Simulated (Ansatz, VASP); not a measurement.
# Cross-check of AgB between VASP and Ansatz

One calculation is typed for both programs; each brings its own data sets and cutoff. How far apart do they land? The cell is invented: other elements were put on sites of a known structure type. It may not be a known or stable phase. The cell comes out of the VASP series on this material, whose earlier steps may have relaxed, scaled or displaced it; both programs get it as it stands.

Program: Ansatz 0.2.0. Level of theory: plane waves, with VASP 6.6.1 beside it; single point at PBE and single point at r2SCAN with D4. Results are calculated unless marked as measured.

## Step 1: The starting structure

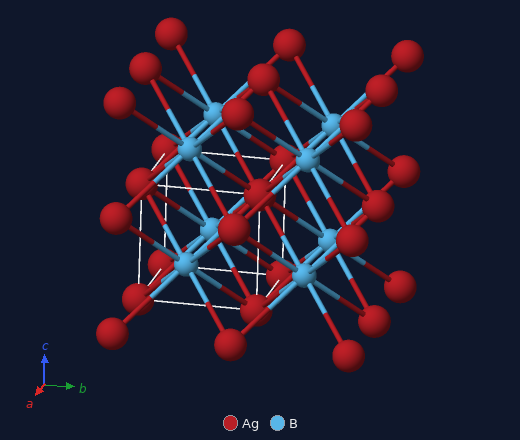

The starting structure, seen slightly off an axis (silver red, boron blue). 2×2×2 cells are drawn. Some periodic images of atoms are drawn too.

Coordinates:

```xyz
2
Lattice="2.8974 0.0000 0.0000 0.0000 2.8974 0.0000 0.0000 0.0000 2.8974" Properties=species:S:1:pos:R:3 pbc="T T T"
Ag    0.0000    0.0000    0.0000
B     1.4487    1.4487    1.4487
```

## Step 2: VASP: single point, PBE

A single point gives forces, pressure and levels at one fixed geometry, so differences don't come from the geometry; what else differs is listed under the comparison.

Lines of VASP's logs that name or quote its potential files are left out, and so is its time.

File INCAR:

```
SYSTEM = AgB
PREC = Accurate
ENCUT = 420
EDIFF = 1E-06
NELM = 100
ISMEAR = -1
SIGMA = 0.05
LREAL = .FALSE.
ALGO = Normal
GGA = PE
LORBIT = 11
LWAVE = .FALSE.
LCHARG = .TRUE.
ISIF = 2
LELF = .TRUE.
LVHAR = .TRUE.
```

File POSCAR:

```
AgB
1.0
    2.8973940404      0.0000000000      0.0000000000
    0.0000000000      2.8973940404      0.0000000000
    0.0000000000      0.0000000000      2.8973940404
Ag B
1 1
Direct
    0.0000000000      0.0000000000      0.0000000000
    0.5000000000      0.5000000000      0.5000000000
```

File KPOINTS:

```
Automatic mesh
0
Gamma
8 8 8
0 0 0
```

The projector-augmented-wave data sets are Ag and B (PBE family, release 64).

Command:

```sh
mpirun -np 1 vasp_std
```

Numbers of over 12 decimals in the logs are rounded to 6 here.

The program printed:

```text
[banner, memory and clock lines left out]
running    1 mpi-ranks, on    1 nodes
 distrk:  each k-point on    1 cores,    1 groups
 distr:  one band on    1 cores,    1 groups

 POSCAR found type information on POSCAR AgB
 POSCAR found :  2 types and       2 ions
 LDA part: xc-table for (Slater+PW92), standard interpolation
 POSCAR, INCAR and KPOINTS ok, starting setup
 FFT: planning ... GRIDC
 FFT: planning ... GRID_SOFT
 FFT: planning ... GRID
 WAVECAR not read
 entering main loop
       N       E                     dE             d eps       ncg     rms          rms(c)
DAV:   1     0.448720893615E+02    0.44872E+02   -0.63385E+03   874   0.100E+03
DAV:   2    -0.700963786063E+01   -0.51882E+02   -0.48968E+02   836   0.198E+02
DAV:   3    -0.784343445307E+01   -0.83380E+00   -0.82593E+00   887   0.263E+01
DAV:   4    -0.784577686348E+01   -0.23424E-02   -0.23417E-02   851   0.153E+00
DAV:   5    -0.784579131272E+01   -0.14449E-04   -0.14449E-04   887   0.119E-01    0.103E+01
DAV:   6    -0.677373144834E+01    0.10721E+01   -0.95212E+00   802   0.348E+01    0.900E+00
DAV:   7    -0.665925202407E+01    0.11448E+00   -0.55280E-01   782   0.942E+00    0.423E+00
DAV:   8    -0.664727058606E+01    0.11981E-01   -0.29919E-02   827   0.183E+00    0.694E-01
DAV:   9    -0.664495898144E+01    0.23116E-02   -0.68297E-03   827   0.103E+00    0.815E-02
DAV:  10    -0.664495206654E+01    0.69149E-05   -0.40475E-04   857   0.177E-01    0.363E-02
DAV:  11    -0.664495087935E+01    0.11872E-05   -0.14866E-05   869   0.452E-02    0.164E-02
DAV:  12    -0.664494902325E+01    0.18561E-05   -0.24205E-06   830   0.122E-02    0.295E-03
DAV:  13    -0.664494884254E+01    0.18072E-06   -0.33832E-07   433   0.633E-03
   1 F= -.66449488E+01 E0= -.66406586E+01  d E =-.858051E-02
```

From OUTCAR (step 2):

```text
ion  position               nearest neighbor table
   1  0.000  0.000  0.000-   2 2.51   2 2.51   2 2.51   2 2.51   2 2.51   2 2.51   2 2.51   2 2.51

  LATTYP: Found a simple cubic cell.
 ALAT       =     2.8973940404

 Subroutine GETGRP returns: Found 48 space group operations
 (whereof 48 operations were pure point group operations)

The static configuration has the point symmetry O_h .

 Found     35 irreducible k-points:

   k-points           NKPTS =     35   k-points in BZ     NKDIM =     35   number of bands    NBANDS=     11

   dimension x,y,z NGX =    20 NGY =   20 NGZ =   20
   dimension x,y,z NGXF=    40 NGYF=   40 NGZF=   40

   ENCUT  =  420.0 eV  30.87 Ry    5.56 a.u.   4.84  4.84  4.84*2*pi/ulx,y,z

   NELECT =      14.0000    total number of electrons

 k-points in reciprocal lattice and weights: Automatic mesh
   0.00000000  0.00000000  0.00000000       0.002
   0.12500000  0.00000000  0.00000000       0.012
   0.25000000  0.00000000  0.00000000       0.012
   0.37500000  0.00000000  0.00000000       0.012
   0.50000000  0.00000000  0.00000000       0.006
   0.12500000  0.12500000  0.00000000       0.023
   0.25000000  0.12500000  0.00000000       0.047
   0.37500000  0.12500000  0.00000000       0.047
   0.50000000  0.12500000  0.00000000       0.023
[...]
0.50000000  0.50000000  0.37500000       0.012
   0.50000000  0.50000000  0.50000000       0.002

 average (electrostatic) potential at core
       1 -71.6216       2 -25.7222

 E-fermi :   8.6751

 k-point     1 :       0.0000    0.0000    0.0000
  band No.  band energies     occupation
    ...
      2       1.9053      2.00000
      3       1.9053      2.00000
      4       4.1004      2.00000
      5       4.1004      2.00000
      6       4.1004      2.00000
      7      10.6012      0.00000
      8      10.6012      0.00000
      9      10.6012      0.00000
     10      17.0734      0.00000
     11      20.9503      0.00000

 k-point     2 :       0.1250    0.0000    0.0000
  band No.  band energies     occupation
    ...
      2       1.9497      2.00000
      3       2.0095      2.00000
      4       3.9018      2.00000
      5       3.9018      2.00000
      6       4.1140      2.00000
      7       9.5792      0.00000
      8      10.9903      0.00000
      9      10.9903      0.00000
     10      17.4976      0.00000
     11      20.7526      0.00000

 k-point     3 :       0.2500    0.0000    0.0000
  band No.  band energies     occupation
    ...
      3       2.1606      2.00000
      4       3.4798      2.00000
      5       3.4798      2.00000
      6       4.1471      2.00000
      7       7.7164      2.00000
      8      11.9486      0.00000
      9      11.9486      0.00000
     10      18.0420      0.00000
     11      20.2637      0.00000

  Total       -0.0002415     -0.0002415     -0.0002415      0.0000000     -0.0000000      0.0000000
  in kB       -0.0159068     -0.0159068     -0.0159068      0.0000000     -0.0000000      0.0000000
  external PRESSURE =      -0.0159068 kB  Pullay stress =       0.0000000 kB

  energy-cutoff  :      420.00
  volume of cell :       24.32
      direct lattice vectors                 reciprocal lattice vectors
     2.897394040  0.000000000  0.000000000     0.345137729  0.000000000  0.000000000
     0.000000000  2.897394040  0.000000000     0.000000000  0.345137729  0.000000000
     0.000000000  0.000000000  2.897394040     0.000000000  0.000000000  0.345137729

 POSITION                                       TOTAL-FORCE (eV/Angst)
 -----------------------------------------------------------------------------------
      0.00000      0.00000      0.00000         0.000000      0.000000      0.000000
      1.44870      1.44870      1.44870         0.000000      0.000000      0.000000
 -----------------------------------------------------------------------------------
    total drift:                               -0.000000      0.000000     -0.000000

  FREE ENERGIE OF THE ION-ELECTRON SYSTEM (eV)
  ---------------------------------------------------
  free  energy   TOTEN  =        -6.6449488425 eV

  energy  without entropy=       -6.6363683331  energy(sigma->0) =       -6.64065859

 total charge
# of ion       s       p       d       tot
------------------------------------------
    1        0.421   0.466   9.075   9.963
    2        0.723   0.773   0.000   1.496
--------------------------------------------------
tot          1.144   1.239   9.075  11.459

[... 3 further parts left out ...]
```

The run ends at a pressure of 0.00 GPa.

## Step 3: Ansatz: single point, PBE

Ansatz runs on its default PAW (the set named soft_2) files.

The same cell, functional, mesh and smearing now go to Ansatz, which takes its cutoff from its data sets.

File input.yaml:

```yaml
crystal:
  lattice:
    - [2.8973940404, 0.0, 0.0]
    - [0.0, 2.8973940404, 0.0]
    - [0.0, 0.0, 2.8973940404]
  atoms:
    - { symbol: Ag, position: [0.0, 0.0, 0.0] }
    - { symbol: B, position: [0.5, 0.5, 0.5] }
hamiltonian:
  xc: pbe
  pseudopotentials: { kind: paw }
kpoints:
  mp_grid: { grid: [8, 8, 8] }
scf:
  occupations: { method: fermi_dirac, width: 0.05 }
  n_extra_bands: 4
output:
  forces: true
  stress: true
  eigenvalues: true
  write_density: true
  write_potential: true
  elf: true
  volumetric_format: npy
```

Command:

```sh
ansatz run input.yaml --threads 2 --pin off --max-ram 4608MiB --backend cpu --events-out ev --progress --plain --runs-dir out
```

The program printed:

```text
scf.n_extra_bands = 4 over 11 filled bands (N_el = 22.0): the run solves 15 bands
Engine: ansatz 0.2.0, aarch64-unknown-linux-gnu
Pseudopotentials: kind: paw
Pseudopotential: Ag, paw, valence charge 19, recommended cutoff 420 eV (normal), Ag.paw.azcp
Pseudopotential: B, paw, valence charge 3, recommended cutoff 420 eV (normal), B.paw.azcp
Functional definition: PBE
  parameter kappa = 0.804
  parameter beta = 0.066725
  exchange = pbe_x(kappa = kappa, mu = beta*pi^2/3)
  correlation = pbe_c(beta = beta)
Crystal: 2 atoms, lattice volume = 24.323 Å³
Basis set: ecut = 420 eV, 461 PW (Γ), exchange–correlation on 40×40×40 points (8 copies of the dense FFT grid, shifted against one another)
Bands: 15, of which v1, the nominal top of the filled ones, is band 11 counted from 1 (10 counted from 0)
Symmetry: 48 space group operations
Space group: Pm-3m (ITA 221), of the structure as read, at distance tolerance 2.9e-5 Å
k-points: 35 of 512
Non-local potential: Ag, projectors of the file, l = 0: 3, l = 1: 2, l = 2: 2, l = 3: 1
Non-local potential: B, projectors of the file, l = 0: 2, l = 1: 2, l = 2: 1
PAW form: soft (Blöchl's): semilocal exchange-correlation on the pseudo side does not see the compensation charge
PAW one-centre angular grid: Ag, 590 points (default); XC on 64 Gauss nodes
PAW one-centre angular grid: B, 110 points (default); XC on 64 Gauss nodes
Initial density: superposition of atomic densities (neutral atoms: chi_scale 0, normalization atom), corrected by the library's trained network
Initial wavefunctions: pseudopotential atomic-orbital guess
Functional: x = pbe(κ = 0.804, μ = 0.219515), c = pbe(β = 0.066725)
SCF iter   1: F=—  HF=-7743.693817 eV  |F-HF|=—  |Δ(HF+E_count)|=         —  Δρ=4.11e-3  dr2=3.13e-3  ethr=1.77e-3  ⟨swp⟩=4.1  Hψ=2340  notcnv=0
preconditioner: auto → none  [metal: Δε(μ)=0.070 eV  Ē_g=11.114 eV  σ=0.050 eV  W_gap=0.34  n_scr=6 (ndim 8)  ℏωp=28.2 eV  f_vac=0.000  D(μ)=0.97/eV (n_scr^D=6)  sad-step TF]
SCF iter   2: F=—  HF=-7743.693624 eV  |F-HF|=—  |Δ(HF+E_count)|=   1.93e-4  Δρ=2.05e-3  dr2=7.93e-4  ethr=1.42e-5  ⟨swp⟩=1.3  Hψ=835  notcnv=0
SCF iter   3: F=—  HF=-7743.693522 eV  |F-HF|=—  |Δ(HF+E_count)|=   1.02e-4  Δρ=1.98e-4  dr2=7.94e-6  ethr=3.61e-6  ⟨swp⟩=2.6  Hψ=770  notcnv=0  defer=1
SCF iter   4: F=—  HF=-7743.693511 eV  |F-HF|=—  |Δ(HF+E_count)|=   1.04e-5  Δρ=3.66e-5  dr2=2.22e-7  ethr=3.61e-8  ⟨swp⟩=2.3  Hψ=815  notcnv=0  defer=1
iter 5 did not close the SCF: its close was put off for the readings that it lacked (scf_convergence_deferred on its scf_iter line)
SCF iter   5: F=-7743.693511 eV  HF=-7743.693511 eV  |F-HF|=2.15e-10  |Δ(HF+E_count)|=   9.72e-9  Δρ=2.40e-6  dr2=7.96e-10  ethr=1.01e-9  ⟨swp⟩=2.9  Hψ=940  notcnv=0  defer=1
SCF iter   6: F=-7743.693511 eV  HF=-7743.693511 eV  |F-HF|=1.82e-12  |Δ(HF+E_count)|=  1.82e-12  Δρ=1.76e-7  dr2=4.30e-12  ethr=3.62e-12  ⟨swp⟩=4.2  Hψ=2530  notcnv=0
SCF 1 converged in 6 iterations: F = -7743.693511 eV  dr2 = 4.30e-12
  greatest PAW one-centre occupation: 1.001 electrons in one spin orbital (limit 2), on the Ag atom at site 0 (counted from 0), in its partial waves of l = 0
SCF converged after 6 iterations
Free energy (F): -7743.693511 eV
Harris-Foulkes:  -7743.693511 eV  (|F-HF|=1.82e-12)
Internal energy: -7743.685163 eV  (E = F + TS)
E sigma→0 (E₀):  -7743.689337 eV
Entropy (-TS):   -0.008348 eV (-4.174 meV/atom)
Fermi energy:    15.881527 eV
--- Per-component energies (eV) ---
  E_band       = -251.130507
  E_kinetic    = 566.459798
  E_local      = -2516.949100  (includes V_loc(G=0)·N_el)
  E_nonlocal   = 91.803261
  E_hartree    = 1144.479506
  E_xc         = -215.236639
  E_vxc        = -270.893841  (∫ρ·V_xc dr)
  E_paw        = -3978.388039  (= ΣΔE_a)
  E_vpaw       = -410.510004  (= ΣTr[D̂ρ^β])
  E_aug_tail   = 0.000311  (compensation charges beyond the density's cutoff)
  E_ewald      = -2835.854261
  E_smearing   = -0.008348  (= −TS)
  E_closure    = -0.000000  (closes the sum)
  Σ components = -7743.693511   (vs F -7743.693511, Δ=0.00e0)
--- Forces (eV/Å), atoms counted from 1 ---
  atom   1  Ag    -0.00000000     0.00000000    -0.00000000
  atom   2  B      0.00000000    -0.00000000    -0.00000000
  max |Σ_I F_I| component: 1.58e-30 eV/Å
--- Stress (GPa, compression-positive) ---
        0.223800       0.000000       0.000000
        0.000000       0.223800       0.000000
        0.000000       0.000000       0.223800
  P = ⅓ Tr σ = 0.2238 GPa (2.238 kbar)
--- Band table (eV; the first three rows and the last of 35) ---
  k-point 0: bands = [... 7 lower, 11.3373, 11.3373, 11.3373, 17.7959, 17.7959, 17.7959, 24.2669, 28.1260]
  k-point 1: bands = [... 7 lower, 11.1367, 11.1367, 11.3511, 16.7761, 18.1866, 18.1866, 24.6918, 27.9250]
  k-point 2: bands = [... 7 lower, 10.7107, 10.7107, 11.3844, 14.9205, 19.1476, 19.1476, 25.2360, 27.4290]
  k-point 34: bands = [... 7 lower, 12.1357, 12.1357, 13.2537, 18.4327, 18.4327, 18.4327, 20.2820, 20.2820]
```

Wall time 1.3 s (2 threads of Arm Neoverse N1, shared host); peak memory 0.27 GiB; 1.9 s of CPU time.

The run ends at a pressure of 0.22 GPa.

## Step 4: Comparison

Known differences besides the PAW data sets themselves: the data sets hold 22 valence electrons in Ansatz (default PAW (the set named soft_2) files) and 14 in VASP; VASP leaves aspherical gradient terms in its spheres out (LASPH is not set), Ansatz keeps them. Total energies have different zeros and are not compared.

The two programs side by side:

| quantity | Ansatz | VASP | difference |
| --- | --- | --- | --- |
| pressure (GPa) | 0.22 | 0.00 | +0.23 |

Ansatz's pressure holds a Pulay correction of 0.13 GPa; VASP's holds none.

## Step 5: VASP: single point, r2SCAN with D4

A single point gives forces, pressure and levels at one fixed geometry, so differences don't come from the geometry; what else differs is listed under the comparison. The cell compared in this pair holds 23.35 Å³, against 24.32 Å³ for the pair before.

File INCAR:

```
SYSTEM = AgB
PREC = Accurate
ENCUT = 420
EDIFF = 1E-06
NELM = 100
ISMEAR = 0
SIGMA = 0.05
LREAL = .FALSE.
ALGO = Normal
METAGGA = R2SCAN
IVDW = 13
VDW_S6 = 1
VDW_S8 = 0.6018749
VDW_A1 = 0.51559235
VDW_A2 = 5.77342911
LASPH = .TRUE.
ISPIN = 2
MAGMOM = 0.5 0
LMAXMIX = 4
LORBIT = 11
LWAVE = .FALSE.
LCHARG = .FALSE.
ISIF = 2
```

File POSCAR:

```
AgB
1.0
    2.8582352666      0.0000000000      0.0000000000
    0.0000000000      2.8582352666      0.0000000000
    0.0000000000      0.0000000000      2.8582352666
Ag B
1 1
Direct
    0.0000000000      0.0000000000      0.0000000000
    0.5000000000      0.5000000000      0.5000000000
```

KPOINTS is that of step 2.

Command:

```sh
mpirun -np 1 vasp_std
```

The program printed:

```text
[banner, memory and clock lines left out]
running    1 mpi-ranks, on    1 nodes
[...]
|                                                                             |
|               ----> ADVICE to this user running VASP <----                  |
|                                                                             |
|     You enforced a specific xc type in the INCAR file but a different       |
|     [... a line on the potential file left out ...]
|     I HOPE YOU KNOW WHAT YOU ARE DOING!                                     |
|                                                                             |

 LDA part: xc-table for (None), standard interpolation
 POSCAR, INCAR and KPOINTS ok, starting setup
[...]
entering main loop
       N       E                     dE             d eps       ncg     rms          rms(c)
DAV:   1     0.306010197529E+02    0.30601E+02   -0.61722E+03  1612   0.991E+02
DAV:   2    -0.294430744797E+02   -0.60044E+02   -0.56871E+02  1701   0.217E+02
DAV:   3    -0.304574584533E+02   -0.10144E+01   -0.10106E+01  1788   0.298E+01
DAV:   4    -0.304612085634E+02   -0.37501E-02   -0.37493E-02  1717   0.198E+00
[...]
DAV:  12    -0.257601462766E+02   -0.59264E-05   -0.17457E-05  1717   0.518E-02    0.359E-02
DAV:  13    -0.257601323601E+02    0.13917E-04   -0.60453E-05  1668   0.914E-02    0.667E-03
DAV:  14    -0.257601318364E+02    0.52369E-06   -0.63472E-06  1687   0.293E-02
   1 F= -.26113415E+02 E0= -.26112379E+02  d E =-.207074E-02  mag=    -0.0000
```

From OUTCAR (step 5):

```text
  Edisp (eV):   -0.35328

  Total       0.37680     0.37680     0.37680     0.00000     0.00000     0.00000
  in kB      25.85408    25.85408    25.85408     0.00000     0.00000     0.00000
  external pressure =       25.85 kB  Pullay stress =        0.00 kB

 POSITION                                       TOTAL-FORCE (eV/Angst)
 -----------------------------------------------------------------------------------
      0.00000      0.00000      0.00000         0.000000      0.000000      0.000000
      1.42912      1.42912      1.42912         0.000000      0.000000      0.000000
 -----------------------------------------------------------------------------------
    total drift:                               -0.000000      0.000000     -0.000000

  FREE ENERGIE OF THE ION-ELECTRON SYSTEM (eV)
  ---------------------------------------------------
  free  energy   TOTEN  =       -26.1134148048 eV

  energy  without entropy=      -26.1113440663  energy(sigma->0) =      -26.11237944

 magnetization (x)
# of ion       s       p       d       tot
------------------------------------------
    1        0.000   0.000  -0.000   0.000
    2        0.000  -0.000   0.000  -0.000
--------------------------------------------------
tot          0.000  -0.000  -0.000   0.000

[... 1 part as in an earlier step ...]

[... 2 further parts left out ...]
[key lines of the parts left out:]
E-fermi :   9.2270
```

The run ends at a pressure of 2.59 GPa.

## Step 6: Ansatz: single point, r2SCAN with D4

The same cell, functional, mesh and smearing now go to Ansatz, which takes its cutoff from its data sets.

The cell is a member of a volume series, scaled by 0.96 from a relaxed one, so a pressure remains.

input.yaml, the sections that differ from step 3:

```yaml
crystal:
  lattice:
    - [2.8582352666, 0.0, 0.0]
    - [0.0, 2.8582352666, 0.0]
    - [0.0, 0.0, 2.8582352666]
  atoms:
    - { symbol: Ag, position: [0.0, 0.0, 0.0], spin: 0.5 }
    - { symbol: B, position: [0.5, 0.5, 0.5] }
hamiltonian:
  xc: r2scan
  pseudopotentials: { kind: paw }
  dispersion: d4
magnetization:
  spin_polarized: true
scf:
  occupations: { method: gaussian, width: 0.05 }
  n_extra_bands: 4
# kpoints, output: as in step 3
```

Command:

```sh
ansatz run input.yaml --threads 2 --pin off --max-ram 4608MiB --backend cpu --events-out ev --progress --plain --runs-dir out
```

The program printed:

```text
[...]
k-point 0 ↑: bands = [... 7 lower, 11.7820, 11.7820, 11.7820, 18.8434, 18.8434, 18.8434, 26.3458, 29.6678]
  k-point 1 ↑: bands = [... 7 lower, 11.5594, 11.5594, 11.7975, 17.7202, 19.2810, 19.2810, 26.7787, 29.4245]
  k-point 2 ↑: bands = [... 7 lower, 11.0879, 11.0879, 11.8353, 15.6823, 20.3612, 20.3612, 27.2836, 28.8326]
  k-point 34 ↓: bands = [... 7 lower, 12.6077, 12.6077, 13.8833, 19.5182, 19.5182, 19.5182, 21.5406, 21.5406]
[key lines of the parts left out:]
SCF converged after 16 iterations
Magnetization: -0.0000 μB (11.0000 up, 11.0000 down)
Free energy (F): -7757.910472 eV
Fermi energy:    16.715644 eV
P = ⅓ Tr σ = 2.4284 GPa (24.284 kbar)
```

It took 11 s on 2 threads; peak memory 0.34 GiB; 21 s of CPU time.

The run ends at a pressure of 2.43 GPa.

## Step 7: Side by side

What differs besides the data sets and the points named for the pairs above, as far as they apply: VASP keeps PBE cores, Ansatz makes them for the functional; the cutoff is 500 eV in Ansatz and 420 eV in VASP. Total energies have different zeros and are not compared.

Both answers:

| quantity | Ansatz | VASP | difference |
| --- | --- | --- | --- |
| pressure (GPa) | 2.43 | 2.59 | -0.16 |

Ansatz's pressure holds a Pulay correction of 0.08 GPa; VASP's holds none.

(Part 1 of 2 ends here.)

[Lines on the potential files, build, host, timing and source positions are cut from VASP's logs without a mark.]

[Logs are printed without paths, hosts, clocks, repeated set-up lines and the standing remarks that a program may print on its own settings, such as how far it seeks lower states.]

[Hosts, paths, dates, database ids (printed as entryN), source tags and the programs' standing remarks are cut or masked in the printed files.]
